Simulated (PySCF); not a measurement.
# MoO₂: structure of the singlet

Where does singlet MoO₂ go from a linear start, is the end point a minimum, and what are its modes, charges and moments?

The runs use PySCF 2.14.0; PBE, basis Mo def2-TZVP with ECP28, O def2-TZVP, scalar-relativistic core potentials, no spin–orbit coupling, density fitting.

## Step 1: The starting structure

3 atoms, charge 0, spin multiplicity 1.

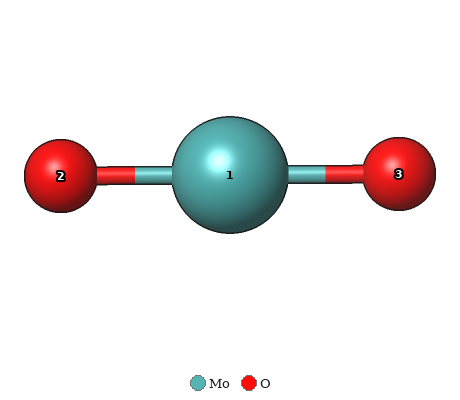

As it starts; molybdenum teal, oxygen red; atoms are numbered from 1 in the order of the file.

Z-matrix (Å, degrees; charge 0 multiplicity 1):
```
Mo
O  1 1.7800
O  1 1.7800 2 180.00
```

## Step 2: Finding the electronic state

The steps below are one call of a driver around PySCF. For each, scf.py gives the equivalent set-up of the SCF; relaxations use the driver's own optimiser. After this first run the driver tries any further starts and a stability analysis.

File scf.py:

```python
from pyscf import gto, scf, dft
mol = gto.M(atom='''
Mo     0.000000     0.000000     0.000000
O      0.000000     0.000000     1.780000
O      0.000000     0.000000    -1.780000''',
    basis={'Mo': 'def2-TZVP', 'O': 'def2-TZVP'},
    ecp={'Mo': 'def2-TZVP'},
    charge=0, spin=0)
mf = dft.RKS(mol, xc='PBE')
mf.grids.atom_grid = (50, 194)
aux = {'Mo': 'def2-universal-JKFIT', 'O': 'def2-universal-JKFIT'}
mf = mf.density_fit(auxbasis=aux)
mf.conv_tol = 1e-08
mf.diis_space = 10
mf.max_cycle = 60
mf.init_guess = 'minao'
mf.verbose = 4
mf.kernel()
```

On the command line:

```sh
OMP_NUM_THREADS=2 python axn.py task.json out
```

Output, shortened:

```text
[... the frontier levels of the middle cycles are left out ...]
init E= -212.262874576625
cycle= 1 E= -218.056367664019  delta_E= -5.79  |g|= 1.57  |ddm|= 3.88
cycle= 2 E= -207.655200298739  delta_E= 10.4  |g|= 5.67  |ddm|= 4.03
  HOMO = -0.117526045031923  LUMO = -0.092888666354636  gap/eV = 0.67042
cycle= 3 E= -218.028314873408  delta_E= -10.4  |g|= 1.18  |ddm|= 3.66
cycle= 4 E= -217.305918319718  delta_E= 0.722  |g|= 2.23  |ddm|= 2.73
cycle= 5 E= -218.500655573493  delta_E= -1.19  |g|= 0.445  |ddm|= 1.68
cycle= 6 E= -217.536032378246  delta_E= 0.965  |g|= 1.93  |ddm|= 1.64
cycle= 7 E= -218.541657927405  delta_E= -1.01  |g|= 0.0827  |ddm|= 1.64
cycle= 8 E= -218.543015054598  delta_E= -0.00136  |g|= 0.0239  |ddm|= 0.0436
cycle= 9 E= -218.543133987561  delta_E= -0.000119  |g|= 0.00546  |ddm|= 0.0226
cycle= 10 E= -218.543140932474  delta_E= -6.94e-06  |g|= 0.00268  |ddm|= 0.0206
cycle= 11 E= -218.543144598776  delta_E= -3.67e-06  |g|= 0.000559  |ddm|= 0.00866
cycle= 12 E= -218.543144661622  delta_E= -6.28e-08  |g|= 0.000103  |ddm|= 0.000299
cycle= 13 E= -218.543144663933  delta_E= -2.31e-09  |g|= 6.42e-06  |ddm|= 5.36e-05
  HOMO = -0.211736095877651  LUMO = -0.204691731849856  gap/eV = 0.19169
Extra cycle  E= -218.543144663772  delta_E= 1.61e-10  |g|= 2.93e-05  |ddm|= 1.8e-05
converged SCF energy = -218.543144663772
```

This step, with its further starts and checks, needed 15 s of wall time on 2 threads of Arm Neoverse V1, shared host.

The starts that the driver tried:

| start | energy (Eh) |
| --- | --- |
| the minimal-basis guess | -218.543145 |
| a thermally smeared density | -218.543145 |
| a smeared PBE density | -218.543145 |

No lower closed-shell solution turned up from the other starts or in the test of internal stability.

## Step 3: Relaxing the singlet from the linear start

The program finds D∞h symmetry in the start, which this walk keeps. The walk stops when the largest gradient is under 0.0003 Eh/bohr and the energy has settled too.

Edit scf.py of step 2 so:

```diff
@@ -16 +15,0 @@
-mf.init_guess = 'minao'
```

Steps of the walk:

| step | energy (Eh) | change (kJ/mol) | largest symmetric gradient (Eh/bohr) |
| --- | --- | --- | --- |
| 0 | -218.543147 | 0.00 | 0.01324 |
| 1 | -218.543443 | -0.78 | 0.00576 |
| 2 | -218.543507 | -0.95 | 0.00022 |
| 3 | -218.543507 | -0.95 | 0.00000 |

The walk took 9.3 s.

Positions (Å) and forces (eV/Å) along the way:

```
step 0
Mo   0.000   0.000   0.000   0.000   0.000  -0.003
O    0.000   0.000   1.780   0.000   0.000  -0.679
O    0.000   0.000  -1.780   0.000   0.000   0.682
step 1
Mo   0.000   0.000   0.000   0.000   0.000   0.000
O    0.000   0.000   1.760   0.000   0.000   0.296
O    0.000   0.000  -1.760   0.000   0.000  -0.296
step 2
Mo   0.000   0.000   0.000   0.000   0.000   0.000
O    0.000   0.000   1.766   0.000   0.000  -0.011
O    0.000   0.000  -1.766   0.000   0.000   0.011
step 3
Mo   0.000   0.000   0.000   0.000   0.000   0.000
O    0.000   0.000   1.766   0.000   0.000   0.000
O    0.000   0.000  -1.766   0.000   0.000   0.000
```

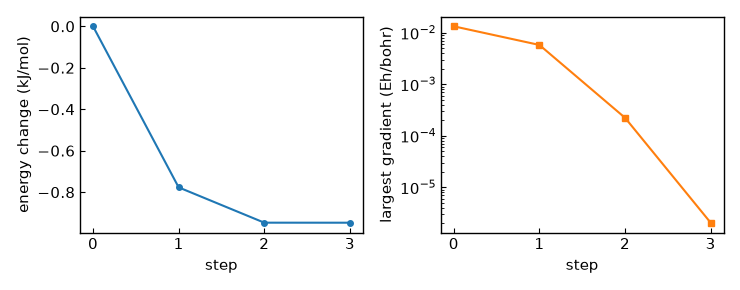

Energy and largest gradient along the walk.

End point (D∞h, 3 steps, 0.9 kJ/mol gained): Mo–O 1.766 Å (×2); O–Mo–O 180.0°.

## Step 4: Is it a minimum? Harmonic modes

On the finer grid the gradient is checked again; gradients at displacements of ±0.02 bohr then give force constants and infrared intensities.

Edit scf.py of step 3 so:

```diff
@@ -4,2 +4,2 @@
-O      0.000000     0.000000     1.780000
-O      0.000000     0.000000    -1.780000''',
+O      0.000000    -0.000000     1.765663
+O     -0.000000     0.000000    -1.765663''',
@@ -10 +10 @@
-mf.grids.atom_grid = (50, 194)
+mf.grids.atom_grid = (75, 302)
@@ -13 +13 @@
-mf.conv_tol = 1e-08
+mf.conv_tol = 1e-10
```

This SCF starts from the last density.

SCF at the final geometry:

```text
init E= -218.543445855197
  HOMO = -0.210212578543714  LUMO = -0.203149641155939  gap/eV = 0.19219
cycle= 1 E= -218.54344585509  delta_E= 1.07e-10  |g|= 2.29e-05  |ddm|= 1.64e-05
  HOMO = -0.210213522091536  LUMO = -0.203150587518746  gap/eV = 0.19219
cycle= 2 E= -218.543445849249  delta_E= 5.84e-09  |g|= 0.000169  |ddm|= 0.000121
  HOMO = -0.210213140289294  LUMO = -0.203150204795572  gap/eV = 0.19219
cycle= 3 E= -218.543445855195  delta_E= -5.95e-09  |g|= 4.32e-06  |ddm|= 0.000107
  HOMO = -0.210212897527638  LUMO = -0.203149961375416  gap/eV = 0.19219
cycle= 4 E= -218.543445855199  delta_E= -3.81e-12  |g|= 7.45e-07  |ddm|= 2.1e-06
  HOMO = -0.210212815077401  LUMO = -0.203149878321281  gap/eV = 0.19219
Extra cycle  E= -218.543445855198  delta_E= 4.55e-13  |g|= 2.35e-06  |ddm|= 1.43e-06
converged SCF energy = -218.543445855198
```

The whole step took 18 s.

Geometry: D∞h; Mo–O 1.766 Å (×2); O–Mo–O 180.0°.

Wavenumbers (cm⁻¹): 317i, 317i, 849, 916. These are not to be trusted: the point is only loosely found or the SCF state changes between the displacements.

## Step 5: Leaving the saddle point

The atoms are moved a little along the softest imaginary mode and relaxed again.

The program finds C2v symmetry in the start, which this walk keeps. Threshold on the gradient: 0.0003 Eh/bohr, with a further test on the energy change.

Edit scf.py of step 4 so:

```diff
@@ -3,3 +3,3 @@
-Mo     0.000000     0.000000     0.000000
-O      0.000000    -0.000000     1.765663
-O     -0.000000     0.000000    -1.765663''',
+Mo     0.005708     0.038791    -0.000000
+O     -0.017471    -0.118721     1.765663
+O     -0.017471    -0.118721    -1.765663''',
@@ -10 +10 @@
-mf.grids.atom_grid = (75, 302)
+mf.grids.atom_grid = (50, 194)
@@ -13 +13 @@
-mf.conv_tol = 1e-10
+mf.conv_tol = 1e-08
```

Energy and gradient, step by step:

| step | energy (Eh) | change (kJ/mol) | largest symmetric gradient (Eh/bohr) |
| --- | --- | --- | --- |
| 0 | -218.547146 | 0.00 | 0.02155 |
| 1 | -218.554621 | -19.62 | 0.03314 |
| 2 | -218.566183 | -49.98 | 0.02918 |
| 3 | -218.578534 | -82.41 | 0.07612 |
| 4 | -218.590704 | -114.36 | 0.05164 |
| 5 | -218.613826 | -175.07 | 0.02248 |
| 6 | -218.614697 | -177.36 | 0.00554 |
| 7 | -218.614767 | -177.54 | 0.00035 |
| 8 | -218.614768 | -177.54 | 0.00011 |

The walk took 54 s.

Positions (Å) and forces (eV/Å) along the way:

```
step 0
Mo   0.006   0.039   0.000   0.163   1.108   0.000
O   -0.017  -0.119   1.766  -0.081  -0.554  -0.557
O   -0.017  -0.119  -1.766  -0.081  -0.554   0.557
step 1
Mo   0.018   0.120   0.000   0.248   1.704   0.000
O   -0.023  -0.159   1.739  -0.124  -0.852  -0.425
O   -0.023  -0.159  -1.739  -0.124  -0.852   0.425
step 4
Mo   0.070   0.477   0.000  -0.128  -0.905   0.000
O   -0.050  -0.338   1.563   0.064   0.453  -2.655
O   -0.050  -0.338  -1.563   0.064   0.453   2.655
step 8
Mo   0.091   0.619   0.000   0.000  -0.006  -0.001
O   -0.060  -0.409   1.324   0.000   0.003  -0.004
O   -0.060  -0.409  -1.324   0.000   0.003   0.005
```

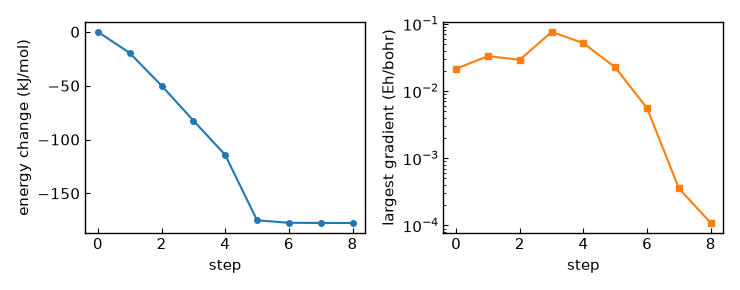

Energy and largest gradient along the walk.

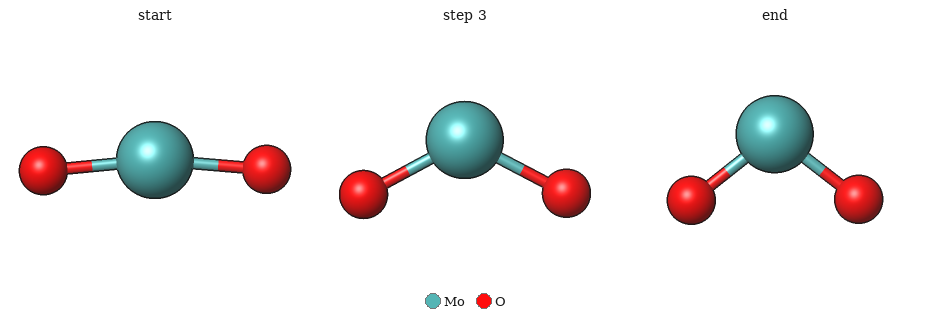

The geometry along the walk, at one scale.

End point (C2v, 8 steps, 177.5 kJ/mol gained): Mo–O 1.682 Å (×2); O–Mo–O 103.8°.

## Step 6: Vibrations and properties at this point

The same treatment as at the point before.

Edit scf.py of step 5 so:

```diff
@@ -3,3 +3,3 @@
-Mo     0.005708     0.038791    -0.000000
-O     -0.017471    -0.118721     1.765663
-O     -0.017471    -0.118721    -1.765663''',
+Mo     0.037241     0.253070    -0.000000
+O     -0.113961    -0.774423     1.323428
+O     -0.113961    -0.774423    -1.323428''',
@@ -10 +10 @@
-mf.grids.atom_grid = (50, 194)
+mf.grids.atom_grid = (75, 302)
@@ -13 +13 @@
-mf.conv_tol = 1e-08
+mf.conv_tol = 1e-10
```

SCF at the final geometry:

```text
init E= -218.614775887407
  HOMO = -0.182749864045008  LUMO = -0.173075296636901  gap/eV = 0.26326
cycle= 1 E= -218.614775885969  delta_E= 1.44e-09  |g|= 8.6e-05  |ddm|= 5.55e-05
  HOMO = -0.182748660796969  LUMO = -0.173073914186336  gap/eV = 0.26326
cycle= 2 E= -218.614775839262  delta_E= 4.67e-08  |g|= 0.000491  |ddm|= 0.000306
  HOMO = -0.182749448213669  LUMO = -0.173074783835805  gap/eV = 0.26326
cycle= 3 E= -218.614775887444  delta_E= -4.82e-08  |g|= 4.63e-06  |ddm|= 0.000255
  HOMO = -0.182749597027267  LUMO = -0.173074981916052  gap/eV = 0.26326
cycle= 4 E= -218.614775887452  delta_E= -7.73e-12  |g|= 1.01e-06  |ddm|= 1.58e-05
  HOMO = -0.18274975852484  LUMO = -0.173075162968441  gap/eV = 0.26326
Extra cycle  E= -218.614775887439  delta_E= 1.21e-11  |g|= 5.29e-06  |ddm|= 2.13e-05
converged SCF energy = -218.614775887439
```

The whole step needed 26 s of wall time on 2 threads of Arm Neoverse V1, shared host.

Geometry: C2v; Mo–O 1.682 Å (×2); O–Mo–O 103.8°.

Harmonic modes (main isotopes):

| symmetry | ω (cm⁻¹) | IR (km/mol) | μ (u) | type |
| --- | --- | --- | --- | --- |
| a1 | 370 | 2.7 | 17.81 | bend |
| b2 | 972 | 167 | 18.61 | stretch |
| a1 | 1027 | 106 | 17.86 | stretch |

Every mode is real; the point is a minimum.

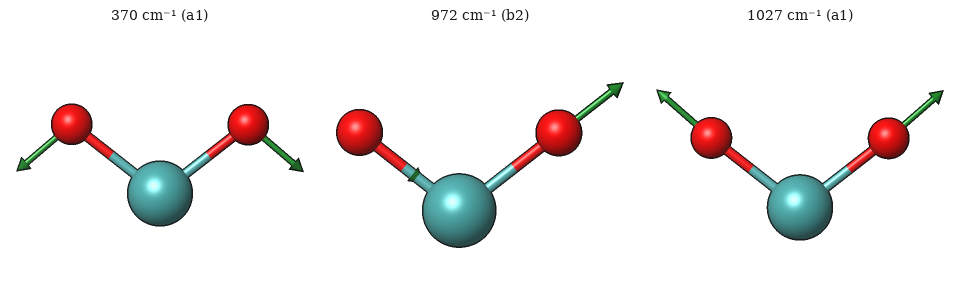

How the atoms move in 3 of the modes.

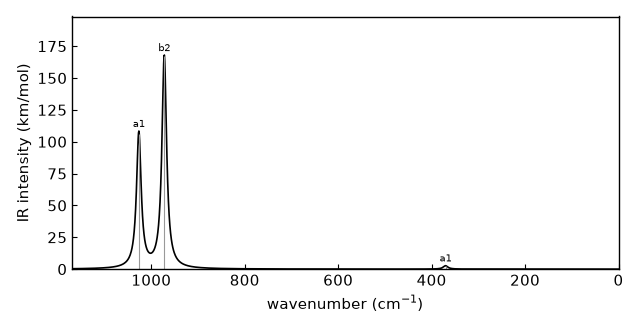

The harmonic infrared spectrum (widths in cm⁻¹). Lines are broadened to a width of 12 cm⁻¹ (Lorentzian).

Constants and moments:

```yaml
Dipole_moment: 3.51 D
Highest_occupied_level: -4.97 eV
Lowest_empty_level: -4.71 eV
Rotational_constants: 0.6482, 0.3009, 0.2055 cm⁻¹
Zero-point_energy: 14.2 kJ/mol
Principal_polarisabilities: 56.6, 71.5, 72.6 bohr³
Atomisation_energy_without_zero-point_energy: 1237 kJ/mol
Principal_traceless_quadrupole_moments_about_the_centre_of_mass: -2.41, -1.61, 4.02 D Å
Entropy_at_298.15_K_and_1_bar: 266.2 J/(mol K)
Heat_capacity_Cp_at_298.15_K: 42.8 J/(mol K)
Enthalpy_at_298.15_K_above_0_K: 11.00 kJ/mol
Rotational_symmetry_number: 2
```

Populations by atom (charges in e):

```
atom  Mulliken  Löwdin  polar tensor  Mayer order to Mo1
 Mo1      0.90    0.41          1.19                   –
O2,3     -0.45   -0.21         -0.60                2.22
```

Mulliken populations on Mo1 (outside its core potential): s 2.89, p 6.15, d 4.02, f 0.05.

## Step 7: A spin-polarised start

A stability analysis found the closed shell of the lowest minimum unstable towards spin polarisation, so the unrestricted solution is followed.

The program finds C2v symmetry in the start, which may break. The walk stops when the largest gradient is under 0.0003 Eh/bohr and the energy has settled too.

Edit scf.py of step 6 so:

```diff
@@ -3,3 +3,3 @@
-Mo     0.037241     0.253070    -0.000000
-O     -0.113961    -0.774423     1.323428
-O     -0.113961    -0.774423    -1.323428''',
+Mo     0.037237     0.253045    -0.000000
+O     -0.113965    -0.774448     1.323428
+O     -0.113965    -0.774448    -1.323428''',
@@ -9,2 +9,2 @@
-mf = dft.RKS(mol, xc='PBE')
-mf.grids.atom_grid = (75, 302)
+mf = dft.UKS(mol, xc='PBE')
+mf.grids.atom_grid = (50, 194)
@@ -13 +13 @@
-mf.conv_tol = 1e-10
+mf.conv_tol = 1e-08
```

The optimiser's trace:

| step | energy (Eh) | change (kJ/mol) | largest gradient (Eh/bohr) |
| --- | --- | --- | --- |
| 0 | -218.624746 | 0.00 | 0.01227 |
| 1 | -218.626167 | -3.73 | 0.00195 |
| 2 | -218.626228 | -3.89 | 0.00028 |
| 3 | -218.626229 | -3.89 | 0.00008 |

The walk took 8.8 s.

Positions (Å) and forces (eV/Å) along the way:

```
step 0
Mo   0.037   0.253   0.000  -0.016  -0.113   0.000
O   -0.114  -0.774   1.323   0.008   0.057   0.631
O   -0.114  -0.774  -1.323   0.008   0.057  -0.631
step 1
Mo   0.033   0.223   0.000  -0.012  -0.101   0.000
O   -0.112  -0.759   1.371   0.006   0.050   0.077
O   -0.112  -0.759  -1.371   0.006   0.051  -0.077
step 2
Mo   0.032   0.214   0.000   0.004   0.009   0.003
O   -0.111  -0.755   1.382  -0.002  -0.003   0.011
O   -0.111  -0.755  -1.382  -0.002  -0.005  -0.015
step 3
Mo   0.032   0.214   0.000   0.002  -0.004  -0.004
O   -0.111  -0.755   1.383  -0.001   0.001  -0.001
O   -0.111  -0.755  -1.383  -0.001   0.004   0.004
```

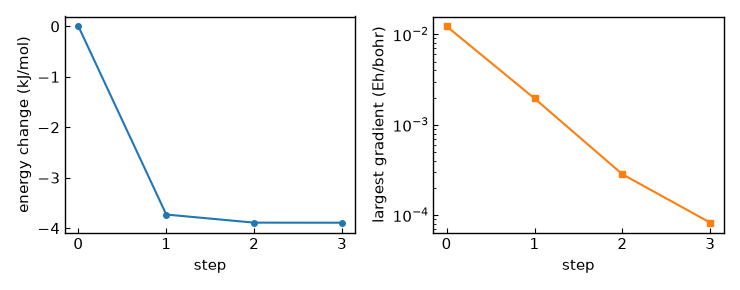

How energy and gradient fall.

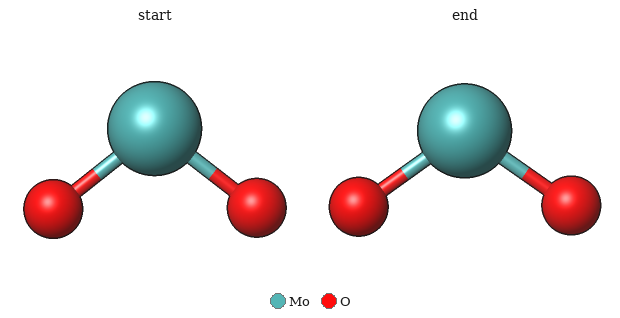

The geometry along the walk, at one scale.

End point (C2v, 3 steps, 3.9 kJ/mol gained): Mo–O 1.694 Å (×2); O–Mo–O 109.4°.

## Step 8: Frequencies

The same treatment as at the point before.

Edit scf.py of step 7 so:

```diff
@@ -3,3 +3,3 @@
-Mo     0.037237     0.253045    -0.000000
-O     -0.113965    -0.774448     1.323428
-O     -0.113965    -0.774448    -1.323428''',
+Mo     0.035119     0.238653     0.000001
+O     -0.107485    -0.730409     1.382585
+O     -0.107482    -0.730393    -1.382593''',
@@ -10 +10 @@
-mf.grids.atom_grid = (50, 194)
+mf.grids.atom_grid = (75, 302)
@@ -13 +13 @@
-mf.conv_tol = 1e-08
+mf.conv_tol = 1e-10
```

Log of the central SCF (cycles and frontier levels):

```text
init E= -218.626224515165
[... the frontier-level lines of each cycle are left out ...]
cycle= 1 E= -218.626224510906  delta_E= 4.26e-09  |g|= 0.000106  |ddm|= 6.35e-05
cycle= 2 E= -218.626224372796  delta_E= 1.38e-07  |g|= 0.000603  |ddm|= 0.000338
cycle= 3 E= -218.626224515252  delta_E= -1.42e-07  |g|= 1.13e-05  |ddm|= 0.000285
cycle= 4 E= -218.626224515316  delta_E= -6.34e-11  |g|= 2.23e-06  |ddm|= 1.61e-05
Extra cycle  E= -218.626224515258  delta_E= 5.8e-11  |g|= 1.26e-05  |ddm|= 7.12e-06
converged SCF energy = -218.626224515258  <S^2> = 0.90800238  2S+1 = 2.1522104
```

The whole step took 36 s.

Geometry: C2v; Mo–O 1.694 Å (×2); O–Mo–O 109.4°.

Modes, for the most abundant isotopes:

```tsv
ω (cm⁻¹)	IR (km/mol)	μ (u)	type
313	0.5	17.96	bend
950	183	18.81	stretch
998	84.0	17.71	stretch
```

All wavenumbers are real: a minimum.

The SCF density has lower symmetry than the nuclear frame, so the modes carry no labels.

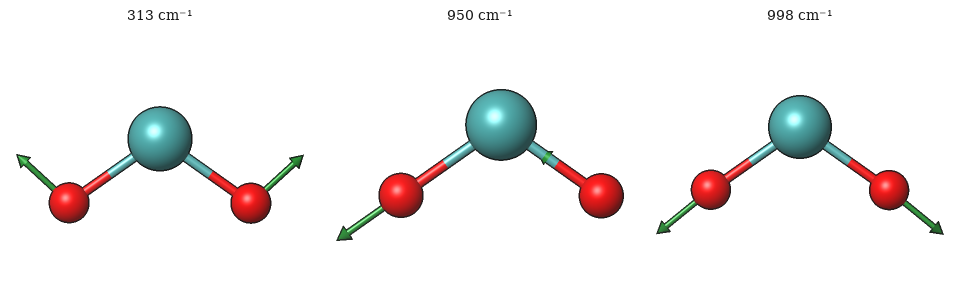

Displacements of 3 of the modes, as arrows (one member where a mode is degenerate).

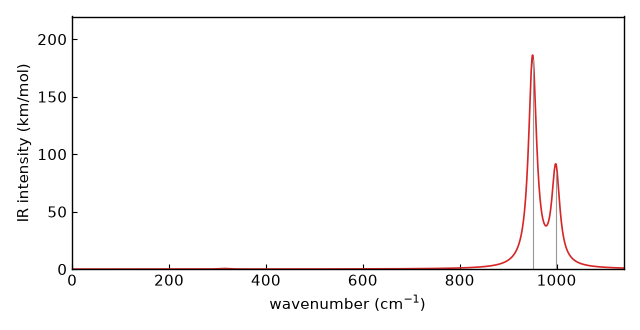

The harmonic infrared spectrum (widths in cm⁻¹). Lines are broadened to a width of 20 cm⁻¹ (Lorentzian).

Constants and moments:

```yaml
Dipole_moment: 3.68 D
Highest_occupied_level: -5.31 eV
Lowest_empty_level: -4.19 eV
Rotational_constants: 0.7287, 0.2757, 0.2 cm⁻¹
Zero-point_energy: 13.5 kJ/mol
Principal_polarisabilities: 52.7, 56.1, 57.2 bohr³
Atomisation_energy_without_zero-point_energy: 1267 kJ/mol
Principal_traceless_quadrupole_moments_about_the_centre_of_mass: -4.61, 0.82, 3.79 D Å
Entropy_at_298.15_K_and_1_bar: 267.4 J/(mol K)
Heat_capacity_Cp_at_298.15_K: 43.6 J/(mol K)
Enthalpy_at_298.15_K_above_0_K: 11.19 kJ/mol
Rotational_symmetry_number: 2
Spin_squared_⟨S²⟩: 0.908
```

Populations by atom (charges in e):

```tsv
atom	Mulliken	Löwdin	polar tensor	spin (Mulliken)	Mayer order to Mo1
Mo1	0.97	0.48	1.24	0.00	–
O2,3	-0.49	-0.24	-0.62	0.00	2.12
```

Mulliken populations on Mo1 (outside its core potential): s 2.60, p 6.23, d 4.14, f 0.05.

## Step 9: The points found, side by side

| spin | group | bonds | imaginary modes (cm⁻¹) | ΔE (kJ/mol) | with zero-point energy |
| --- | --- | --- | --- | --- | --- |
| broken-symmetry (Ms = 0) | C2v (density of lower symmetry) | Mo–O 1.694 Å (×2) | none | 0.0 | 0.0 |
| singlet | C2v | Mo–O 1.682 Å (×2) | none | 30.1 | 30.7 |

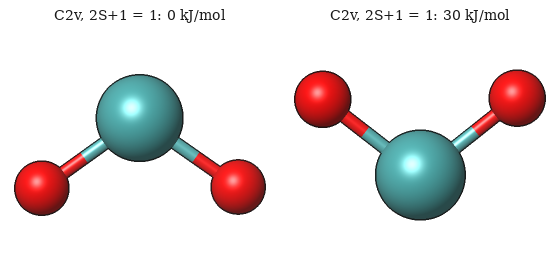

The points, lowest first (molybdenum teal, oxygen red).

## Step 10: What came out

| quantity | value |
| --- | --- |
| minimum | broken-symmetry (Ms = 0), C2v |
| geometry | Mo–O 1.694 Å (×2); O–Mo–O 109.4° |
| wavenumbers (cm⁻¹) | 313, 950, 998 |
| dipole moment | 3.68 D |
| highest occupied, lowest empty level (either spin) | -5.31, -4.19 eV |
| polar-tensor charge of Mo1 | +1.24 e |
| zero-point energy | 13.5 kJ/mol |
| entropy at 298.15 K | 267.4 J/(mol K) |
| atomisation energy (no zero-point energy) | 1267 kJ/mol |
| ⟨S²⟩ | 0.908 |

**Reading.** From D∞h at the start the molecule goes to a C2v minimum. The determinant is spin-contaminated (⟨S²⟩ = 0.91 against 0.00), so it is no pure spin state. In the infrared the band at 950 cm⁻¹ (stretch) leads. Other starts or spin states, not run here, may lie lower. The SCF density has lower symmetry than the nuclear frame.

The search up to here needed 2.9 min of wall time on 2 threads of Arm Neoverse V1, shared host.
